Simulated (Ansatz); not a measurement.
C3H8Al (SMILES CC[CH2][AlH+]) (charge +1)

```xyz
12

C    -0.7455    1.3108   -0.8550
C     0.1460    0.5422    0.1304
C    -0.6149    0.2764    1.4580
Al   -1.9408    1.6956    1.4453
H    -0.2560    1.5660   -1.8010
H    -1.6622    0.7569   -1.1125
H     0.4620   -0.4040   -0.3205
H     1.0530    1.1206    0.3313
H     0.0239    0.2602    2.3464
H    -1.1572   -0.6795    1.4368
H    -3.0700    2.7763    1.5353
H    -1.0317    2.3198   -0.4495
```

Geometry: B3LYP/6-31G*.

All numbers below come from isolated molecule in a Gaussian basis; Kohn-Sham density functional theory, functional PBE0 (Ansatz 0.2.0).

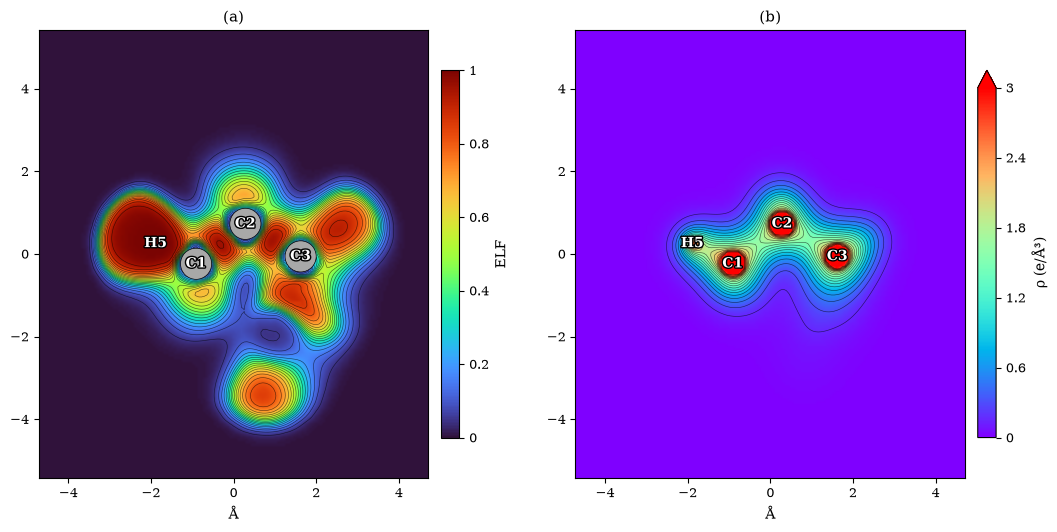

Figure 1. (a) ELF; (b) electron density on the plane of atoms C2, C1 and H5. Grey discs cover the atomic cores in the ELF map.

### Interpret the plot.

- The plane passes through C and H nuclei.
- C–C (1.54 Å): ρ at the midpoint is about 1.6 e/Å³; the ELF peaks at about 0.95 between the atoms (a shared electron pair).
- C–H (1.10 Å): ρ is about 2 e/Å³ halfway; the ELF climbs to about 1 towards the hydrogen, as it does in any bond to H; an ordinary covalent bond to hydrogen.

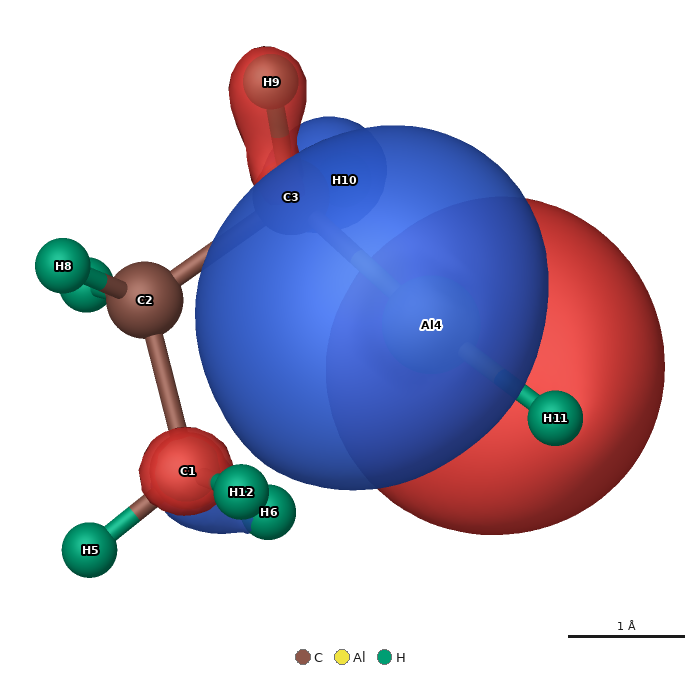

Figure 2. The LUMO at ±0.1 Å⁻³ᐟ² (red and blue are the two phases), seen at a tilt.

### Describe this orbital and give its energy.

It lies mainly on Al4 (about 75 %) and H11 (about 5 %). Its energy is −6.82 eV.
